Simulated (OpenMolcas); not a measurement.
**CH5B (charge −1): property calculation (part 2 of 2)**

The same run, continued: CH5B, charge −1, multiplicity 2, SMILES [BH2-]C; APF/ANO-L-MB, UKS, PCM solvent methylenechloride (OpenMolcas 26.06). The geometry comes from this level: GFN2-xTB.

Geometry of the input (Å):
```
B  -0.3676  -0.8767  0.2964
C  0.1299  0.6579  -0.0109
H  0.5664  -1.6521  0.5729
H  -1.1113  -1.3401  -0.5876
H  0.7138  1.0900  0.8179
H  0.7794  0.7702  -0.9090
H  -0.7106  1.3507  -0.1797
```

Output, continued:
```
    6   -0.3898    1.0000          8 C2     2px    (-0.333),    10 C2     2pz    ( 0.520),    14 H6     1s     (-0.446),

    7   -0.3026    1.0000          4 B1     2py    (-0.468),     9 C2     2py    ( 0.598),

    8   -0.2791    1.0000          3 B1     2px    ( 0.419),     5 B1     2pz    ( 0.290),    11 H3     1s     ( 0.449),    12 H4     1s     (-0.451),

    9    0.0195    0.0000          3 B1     2px    (-0.541),     5 B1     2pz    ( 0.796),

   10    0.2840    0.0000          4 B1     2py    ( 1.070),     7 C2     2s     (-1.276),

   11    0.3646    0.0000          3 B1     2px    ( 0.623),     5 B1     2pz    ( 0.431),     8 C2     2px    ( 0.657),    10 C2     2pz    ( 0.446),
                                  11 H3     1s     (-0.657),    12 H4     1s     ( 0.652),    13 H5     1s     (-0.816),    15 H7     1s     ( 0.832),

   12    0.3988    0.0000          2 B1     2s     (-0.686),     8 C2     2px    (-0.619),    10 C2     2pz    ( 0.939),    14 H6     1s     ( 1.110),

   13    0.4338    0.0000          2 B1     2s     (-1.161),     7 C2     2s     (-0.599),     9 C2     2py    (-0.982),    13 H5     1s     ( 0.745),
                                  15 H7     1s     ( 0.750),

   14    0.4649    0.0000          2 B1     2s     (-0.761),     4 B1     2py    ( 0.777),     7 C2     2s     ( 0.815),    11 H3     1s     ( 0.819),
                                  12 H4     1s     ( 0.723),    13 H5     1s     (-0.485),    14 H6     1s     (-0.788),

   15    0.4679    0.0000          3 B1     2px    (-0.933),     5 B1     2pz    (-0.675),     8 C2     2px    ( 0.768),    10 C2     2pz    ( 0.569),
                                  11 H3     1s     ( 0.693),    12 H4     1s     (-0.807),    13 H5     1s     (-0.586),    15 H7     1s     ( 0.637),

--

++    Molecular charges:
      ------------------

      Mulliken charges per centre and basis function type
      ---------------------------------------------------

                            B1                      C2                      H3                      H4                      H5                      H6
                     alpha        beta       alpha        beta       alpha        beta       alpha        beta       alpha        beta       alpha        beta
      1s           1.0010      1.0009      1.0008      1.0008      0.4982      0.5316      0.4971      0.5306      0.4088      0.4032      0.4211      0.3891
      2s           0.5713      0.4266      0.6651      0.6763      0.0000      0.0000      0.0000      0.0000      0.0000      0.0000      0.0000      0.0000
      2px          0.6063      0.3109      0.5795      0.5903      0.0000      0.0000      0.0000      0.0000      0.0000      0.0000      0.0000      0.0000
      2pz          0.7697      0.1586      0.5752      0.5904      0.0000      0.0000      0.0000      0.0000      0.0000      0.0000      0.0000      0.0000
      2py          0.3828      0.3514      0.6139      0.6357      0.0000      0.0000      0.0000      0.0000      0.0000      0.0000      0.0000      0.0000
      Total        3.3312      2.2484      3.4344      3.4935      0.4982      0.5316      0.4971      0.5306      0.4088      0.4032      0.4211      0.3891
      Total              5.5796                  6.9279                  1.0298                  1.0278                  0.8120                  0.8102

      Charge           -0.5796                 -0.9279                 -0.0298                 -0.0278                  0.1880                  0.1898

                            H7
                     alpha        beta
      1s           0.4091      0.4036
      2s           0.0000      0.0000
      2px          0.0000      0.0000
      2pz          0.0000      0.0000
      2py          0.0000      0.0000
      Total        0.4091      0.4036
      Total              0.8127

      Charge            0.1873

      Total electronic charge=   17.000000

      Total            charge=   -1.000000
--

++    Static properties:
      ------------------

      LoProp Charges per center

                   B1       C2       H3       H4       H5       H6       H7
      Nuclear      5.0000   6.0000   1.0000   1.0000   1.0000   1.0000   1.0000
      Electronic  -5.6966  -6.6256  -1.0327  -1.0313  -0.8714  -0.8706  -0.8718

      Total       -0.6966  -0.6256  -0.0327  -0.0313   0.1286   0.1294   0.1282
--

++    Natural Bond Order analysis
      ---------------------------
      Based on LoProp computed density
      -------------------------------------------------------------------------------------
      Atom A       Atom B       Bond Order
      -------------------------------------------------------------------------------------
      NBO located      0.989 non-bonded electrons on atom B1
      NBO located      0.990 non-bonded electrons on atom C2
      The remaining    8.462 electrons are to be considered as diffuse
--

++    Molecular orbitals:
      -------------------

      Title: Natural orbitals

      Molecular orbitals for symmetry species 1: a

      Basis set list:
        1 B1     1s                  9 C2     2py
        2 B1     2s                 10 C2     2pz
        3 B1     2px                11 H3     1s
        4 B1     2py                12 H4     1s
        5 B1     2pz                13 H5     1s
        6 C2     1s                 14 H6     1s
        7 C2     2s                 15 H7     1s
        8 C2     2px

  Index Energy  Occupation Coefficients ...

    1  -10.2406    2.0000          6 C2     1s     ( 1.001),

    2   -6.7540    2.0000          1 B1     1s     ( 1.002),

    3   -0.6471    2.0000          7 C2     2s     (-0.605),

    4   -0.3948    2.0000          8 C2     2px    ( 0.509),    10 C2     2pz    ( 0.360),    13 H5     1s     ( 0.394),    15 H7     1s     (-0.379),

    5   -0.4228    2.0000          8 C2     2px    ( 0.315),    10 C2     2pz    (-0.485),    14 H6     1s     ( 0.471),

    6   -0.2868    1.9998          3 B1     2px    ( 0.434),     5 B1     2pz    ( 0.300),    11 H3     1s     ( 0.444),    12 H4     1s     (-0.445),

    7   -0.3117    1.9998          4 B1     2py    ( 0.483),     9 C2     2py    (-0.552),

    8   -0.4743    1.9995          2 B1     2s     (-0.497),     9 C2     2py    ( 0.311),

    9   -0.0584    1.0000          3 B1     2px    (-0.536),     5 B1     2pz    ( 0.793),

   10    0.3932    0.0005          2 B1     2s     (-1.585),

   11    0.3316    0.0002          4 B1     2py    ( 1.299),     7 C2     2s     (-0.650),    11 H3     1s     ( 0.668),    12 H4     1s     ( 0.664),

   12    0.4126    0.0002          3 B1     2px    ( 1.110),     5 B1     2pz    ( 0.768),    11 H3     1s     (-0.999),    12 H4     1s     ( 1.003),

   13    0.4095    0.0000         10 C2     2pz    (-0.954),    14 H6     1s     (-1.350),

   14    0.4125    0.0000          8 C2     2px    (-1.013),    10 C2     2pz    (-0.716),    13 H5     1s     ( 1.056),    15 H7     1s     (-0.983),

   15    0.4249    0.0000          7 C2     2s     (-1.262),     9 C2     2py    (-0.841),    13 H5     1s     ( 0.946),    15 H7     1s     ( 1.023),

--

++    Molecular properties:
      ---------------------

      Charge (e):
                      =   -1.0000
      Dipole Moment (debye):
      Origin of the operator (angstrom)=   -0.0802   -0.0548    0.1014
                   X=  1.3365E+00               Y=  4.2921E+00               Z= -7.9022E-01           Total=  4.5643E+00
      Center of Charge (angstrom)
                     X=   -0.35844901               Y=   -0.94834601               Z=    0.26593004
      Quadrupole Moment (debye*angstrom):
      Origin of the operator (angstrom)=   -0.0802   -0.0548    0.1014
                  XX= -2.6483E+01              XY= -1.1819E+00              XZ=  7.6118E-02              YY= -2.9952E+01
                  YZ=  7.2872E-01              ZZ= -2.6127E+01
      In traceless form (debye*angstrom)
                  XX=  1.5568E+00              XY= -1.7728E+00              XZ=  1.1418E-01              YY= -3.6473E+00
                  YZ=  1.0931E+00              ZZ=  2.0905E+00
--

--- Stop Module: scf /rc=_RC_ALL_IS_WELL_ ---
--- Module scf spent 3 seconds ---

--- Start Module: loprop ---

                                              &LOPROP

                       available to each process: 1.9 GB of memory, 1 thread

  No dynamic properties will be computed.

  Expansion centers of the domains are for the
   atomic domains: the atom center
   bond domains  : the center of the bond

 Multipole moments will be processed up to order  2

 **********************************************************************************
 *                            The Localized properties                            *
 **********************************************************************************

 ====================
 ATOMIC DOMAIN: B1
 ====================
 Domain center:  : -0.69470112 -1.65668510  0.56013372 / bohr
 Expansion center: -0.69470112 -1.65668510  0.56013372 / bohr
 Total charge    : -0.69662066

 Electronic multipole moments:
Electronic Charge
 -5.69662066

Electronic Dipole
  0.45310491  0.35986051 -0.55799533
... with nuclear contribution
  0.45310491  0.35986051 -0.55799533

Electronic Quadrupole
-10.80428145  0.10544211  0.19889578-10.14167896 -0.00880999-10.97762042
... with nuclear contribution
-10.80428145  0.10544211  0.19889578-10.14167896 -0.00880999-10.97762042

Dipole magnitude:  0.80384229

 =========================
 BOND DOMAIN: C2    ,B1
 =========================
 Domain center:  : -0.22465064 -0.20668880  0.26973951 / bohr
 Expansion center: -0.22465064 -0.20668880  0.26973951 / bohr
 Total charge    : -0.00000000

 Electronic multipole moments:
Electronic Charge
 -0.00000000

Electronic Dipole
 -0.00223022 -0.00257212  0.00178403

Electronic Quadrupole
  0.72248612  1.45744631 -0.25228290  4.82538362 -0.88693411  0.40415462

Dipole magnitude:  0.00384349

 ====================
 ATOMIC DOMAIN: C2
 ====================
 Domain center:  :  0.24539983  1.24330751 -0.02065471 / bohr
 Expansion center:  0.24539983  1.24330751 -0.02065471 / bohr
 Total charge    : -0.62558603

 Electronic multipole moments:
Electronic Charge
 -6.62558603

Electronic Dipole
 -0.01518269 -0.01732372  0.01641318
... with nuclear contribution
 -0.01518269 -0.01732372  0.01641318

Electronic Quadrupole
 -4.65558965 -0.30064129  0.07120050 -5.52048061  0.17518937 -4.60683169
... with nuclear contribution
 -4.65558965 -0.30064129  0.07120050 -5.52048061  0.17518937 -4.60683169

Dipole magnitude:  0.02828458

 =========================
 BOND DOMAIN: H3    ,B1
 =========================
 Domain center:  :  0.18782933 -2.38933192  0.82137891 / bohr
 Expansion center:  0.18782933 -2.38933192  0.82137891 / bohr
 Total charge    : -0.00000000

 Electronic multipole moments:
Electronic Charge
 -0.00000000

Electronic Dipole
 -0.52144357  0.38396986 -0.15891331

Electronic Quadrupole
  1.68022312 -1.10143891  0.43346076  0.87863428 -0.28664202  0.29129350

Dipole magnitude:  0.66677559

 ====================
 ATOMIC DOMAIN: H3
 ====================
 Domain center:  :  1.07035977 -3.12197874  1.08262410 / bohr
 Expansion center:  1.07035977 -3.12197874  1.08262410 / bohr
 Total charge    : -0.03270356

 Electronic multipole moments:
Electronic Charge
 -1.03270356

Electronic Dipole
 -0.09065943  0.08192681 -0.02848987
... with nuclear contribution
 -0.09065943  0.08192681 -0.02848987

Electronic Quadrupole
 -1.16246848  0.37082207 -0.13059592 -0.93938350  0.09717593 -0.71606101
... with nuclear contribution
 -1.16246848  0.37082207 -0.13059592 -0.93938350  0.09717593 -0.71606101

Dipole magnitude:  0.12547035

 =========================
 BOND DOMAIN: H4    ,B1
 =========================
 Domain center:  : -1.39732964 -2.09457244 -0.27512523 / bohr
 Expansion center: -1.39732964 -2.09457244 -0.27512523 / bohr
 Total charge    : -0.00000000

 Electronic multipole moments:
Electronic Charge
 -0.00000000

Electronic Dipole
  0.40729437  0.21139425  0.48353886

Electronic Quadrupole
  1.02933766  0.41702190  1.07096837  0.33708191  0.56145727  1.48507392

Dipole magnitude:  0.66662288

 ====================
 ATOMIC DOMAIN: H4
 ====================
 Domain center:  : -2.09995816 -2.53245978 -1.11038417 / bohr
 Expansion center: -2.09995816 -2.53245978 -1.11038417 / bohr
 Total charge    : -0.03133561

 Electronic multipole moments:
Electronic Charge
 -1.03133561

Electronic Dipole
  0.07525791  0.05101272  0.08624437
... with nuclear contribution
  0.07525791  0.05101272  0.08624437

Electronic Quadrupole
 -0.95373564 -0.15276233 -0.34403913 -0.75099328 -0.19856176 -1.10988387
... with nuclear contribution
 -0.95373564 -0.15276233 -0.34403913 -0.75099328 -0.19856176 -1.10988387

Dipole magnitude:  0.12531617

 =========================
 BOND DOMAIN: H5    ,C2
 =========================
 Domain center:  :  0.79715262  1.65158284  0.76244780 / bohr
 Expansion center:  0.79715262  1.65158284  0.76244780 / bohr
 Total charge    :  0.00000000

 Electronic multipole moments:
Electronic Charge
  0.00000000

Electronic Dipole
 -0.21009904 -0.14695476 -0.30980007

Electronic Quadrupole
  0.03046197  0.17081814  0.50028455 -0.21437351  0.29693302  0.50443327

Dipole magnitude:  0.40213604

 ====================
 ATOMIC DOMAIN: H5
 ====================
 Domain center:  :  1.34890541  2.05985817  1.54555031 / bohr
 Expansion center:  1.34890541  2.05985817  1.54555031 / bohr
 Total charge    :  0.12863858

 Electronic multipole moments:
Electronic Charge
 -0.87136142

Electronic Dipole
 -0.10590324 -0.07420260 -0.15158970
... with nuclear contribution
 -0.10590324 -0.07420260 -0.15158970

Electronic Quadrupole
 -0.63664993 -0.06941400 -0.11036031 -0.63177797 -0.08507768 -0.71761621
... with nuclear contribution
 -0.63664993 -0.06941400 -0.11036031 -0.63177797 -0.08507768 -0.71761621

Dipole magnitude:  0.19925100

 =========================
 BOND DOMAIN: H6    ,C2
 =========================
 Domain center:  :  0.85909784  1.34941563 -0.86920788 / bohr
 Expansion center:  0.85909784  1.34941563 -0.86920788 / bohr
 Total charge    : -0.00000000

 Electronic multipole moments:
Electronic Charge
 -0.00000000

Electronic Dipole
 -0.22334911 -0.01594819  0.31475689

Electronic Quadrupole
  0.09219444 -0.01522378 -0.55020772 -0.31915769  0.01412095  0.49936479

Dipole magnitude:  0.38627849

 ====================
 ATOMIC DOMAIN: H6
 ====================
 Domain center:  :  1.47279585  1.45552375 -1.71776105 / bohr
 Expansion center:  1.47279585  1.45552375 -1.71776105 / bohr
 Total charge    :  0.12942888

 Electronic multipole moments:
Electronic Charge
 -0.87057112

Electronic Dipole
 -0.11252306 -0.01199354  0.15752115
... with nuclear contribution
 -0.11252306 -0.01199354  0.15752115

Electronic Quadrupole
 -0.66021941 -0.03864188  0.14073425 -0.60045766  0.04321271 -0.74437013
... with nuclear contribution
 -0.66021941 -0.03864188  0.14073425 -0.60045766  0.04321271 -0.74437013

Dipole magnitude:  0.19395411

 =========================
 BOND DOMAIN: H7    ,C2
 =========================
 Domain center:  : -0.54871033  1.89788029 -0.18008145 / bohr
 Expansion center: -0.54871033  1.89788029 -0.18008145 / bohr
 Total charge    :  0.00000000

 Electronic multipole moments:
Electronic Charge
  0.00000000

Electronic Dipole
  0.31516435 -0.24332686  0.05805651

Electronic Quadrupole
  0.54780953 -0.55668771  0.13485532  0.03448565 -0.07918668 -0.26104344

Dipole magnitude:  0.40237679

 ====================
 ATOMIC DOMAIN: H7
 ====================
 Domain center:  : -1.34282049  2.55245308 -0.33950820 / bohr
 Expansion center: -1.34282049  2.55245308 -0.33950820 / bohr
 Total charge    :  0.12817840

 Electronic multipole moments:
Electronic Charge
 -0.87182160

Electronic Dipole
  0.15469294 -0.12200277  0.03085697
... with nuclear contribution
  0.15469294 -0.12200277  0.03085697

Electronic Quadrupole
 -0.72038856  0.13174907 -0.02939846 -0.70261485  0.03031904 -0.56356967
... with nuclear contribution
 -0.72038856  0.13174907 -0.02939846 -0.70261485  0.03031904 -0.56356967

Dipole magnitude:  0.19941599

 **********************************************************************************
 *                        The Molecular Multipole Moments                         *
 **********************************************************************************
 Expansion center: -0.09698901 -0.02563650  0.13357883 / bohr

l=0

xyz    Nuclear        Electronic     Molecular

000     16.00000000    -17.00000000     -1.00000000

l=1

xyz    Nuclear        Electronic     Molecular

100     -0.00000000      0.58038144      0.58038144
010      0.00000000      1.76647773      1.76647773
001      0.00000000     -0.36895610     -0.36895610

l=2

xyz    Nuclear        Electronic     Molecular

200     13.97119938    -33.72108695    -19.74988757
110     11.01654235    -12.03255113     -1.01600878
101      1.73259726     -1.62534797      0.10724928
020     52.02407886    -74.56198849    -22.53790963
011     -5.49024745      6.15879168      0.66854423
002      9.14553828    -28.60999586    -19.46445757

 **********************************************************************************
 *       Errors introduced by zeroing multipole moments greater than l =  1       *
 **********************************************************************************

l=2

  m     Original       New            Error            Percent

 -2     -1.01600878     -1.43449848      0.41848970     41.19
 -1      0.66854423      0.99534819     -0.32680395     48.88
  0      0.96962573      2.06347349     -1.09384777    112.81
  1      0.10724928     -1.02626579      1.13351507    ******
  2      1.39401103      2.26675489     -0.87274386     62.61

Root mean square =       0.83963988

 **********************************************************************************
 *       Errors introduced by zeroing multipole moments greater than l =  0       *
 **********************************************************************************

l=1

  m     Original       New            Error            Percent

 -1      1.76647773      1.31263812      0.45383960     25.69
  0     -0.36895610     -0.31133980     -0.05761631     15.62
  1      0.58038144      0.45625733      0.12412411     21.39

Root mean square =       0.27367671

l=2

  m     Original       New            Error            Percent

 -2     -1.01600878     -0.71292383     -0.30308495     29.83
 -1      0.66854423      0.47303340      0.19551083     29.24
  0      0.96962573      0.69273061      0.27689511     28.56
  1      0.10724928      0.05835992      0.04888936     45.58
  2      1.39401103      0.98498729      0.40902374     29.34

Root mean square =       0.27438895
--- Stop Module: loprop /rc=_RC_ALL_IS_WELL_ ---

.##################.
.# Happy landing! #.
.##################.

    Timing: Wall=4.28 User=3.81 System=0.46
```

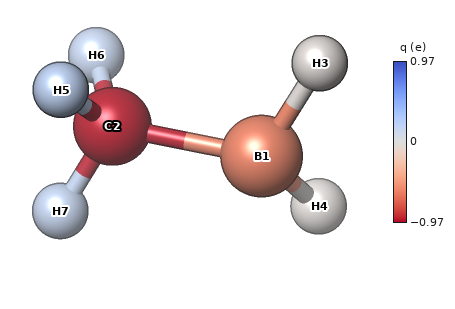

Fig. 1: Mulliken charges, as the colour of each atom (ball-and-stick view, seen at a tilt; atoms are numbered from 1 in the order of the input). By element: B −0.58, C −0.93 and H −0.03 to +0.19 e.

Summary:

```csv
quantity,value
outcome,converged
total energy,−65.844627 hartree
basis functions,15
⟨S²⟩,0.752
wall time,4.5 s
peak memory,0.21 GiB
```
